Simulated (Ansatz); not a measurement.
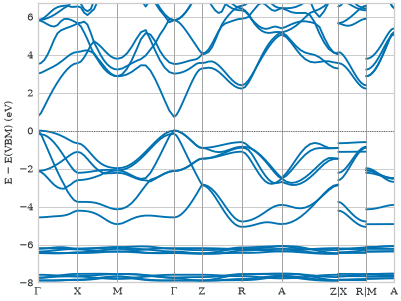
Figure. Band structure from the program Ansatz at the PBEsol level (PAW)

### Question
Read off the gap and where the band edges lie.

### Answer
About 0.7 eV (0.73 eV by a search for the band edges); maximum at Γ, minimum at Γ.

The material is ZnCdSe2 in space group P-4m2 (No. 115; Zn on 1c, Cd on 1a, Se on 2g).

The workflow started from a Materials Project entry (that database holds measured and hypothetical structures alike); the Crystallography Open Database copy checked does not list it. Its standing as an ambient phase is unchecked. Symmetry was held in the PBEsol relaxation; of distortions, only those at the zone centre were tested. Scalar-relativistic: spin–orbit coupling is off unless named, which matters more the heavier the elements.

Potentials: the later of the program's two PAW sets.
